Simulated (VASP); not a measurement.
Band structure of TiSb. Level of theory: PBE GGA, VASP's PBE PAW potentials (set 64) (plane waves; VASP).

The cell holds a wide vacuum, so values per volume refer to the whole cell. Unless said otherwise, spin-orbit coupling is left out, though it shifts the bands of the heavy elements here.

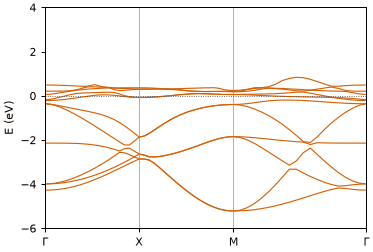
Figure: Bands along high-symmetry lines, zero at the valence-band maximum or, without a gap, the Fermi level

Question: Read the plot: is there a gap, and where are the band edges?

Answer: It has no gap at this level: it comes out as a metal or semimetal.

The cell is a sheet with vacuum, built from a generated structure. VASP warned that the highest band is occupied, so more bands are needed.
